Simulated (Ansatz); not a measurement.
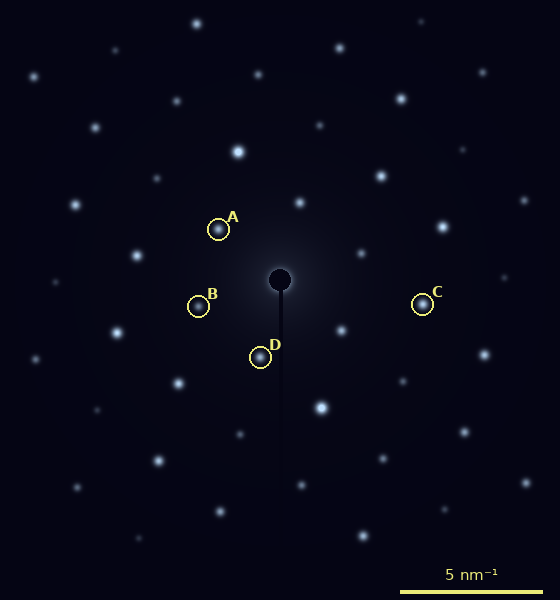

Computed electron diffraction pattern, 300 kV, single scattering only, B = 0.3 Å². The zone axis points towards the electron source and the pattern is seen from the source side.

Crystal: Lu₂AlSn₂, space group Immm (No. 71), a = 4.20 Å, b = 6.60 Å, c = 8.67 Å. Structure: the geometry relaxed with DFT, PAW plane waves, r2scan in Ansatz; the starting structure was generated, so it need not be a known form of this composition.

```
Lu Sn Al
1.0
     4.20092    0.00000    0.00000
     0.00000    6.60292    0.00000
     0.00000    0.00000    8.67093
Lu Sn Al
4 4 2
Cartesian
  0.0000 3.3015 6.8041
  0.0000 3.3015 1.8668
  2.1005 0.0000 2.4687
  2.1005 0.0000 6.2023
  2.1005 4.7531 0.0000
  2.1005 1.8498 0.0000
  0.0000 1.4516 4.3355
  0.0000 5.1513 4.3355
  0.0000 0.0000 0.0000
  2.1005 3.3015 4.3355
```

Spot A is indexed -1 -1 0 and spot B 0 -2 0.

Question: What are the indices of the remaining marked spots?

Answer: C = −A − B = 1 3 0 (d = 1.950 Å). D = −A + B = 1 -1 0 (d = 3.544 Å).

Question: Which zone axis is this?

Answer: The cross product of A and B is parallel to [001]; every spot obeys hu + kv + lw = 0.

Question: What are the spacings of A and B and the angle between them?

Answer: d(A) = 3.544 Å, d(B) = 3.301 Å, and the angle is 57.5°.
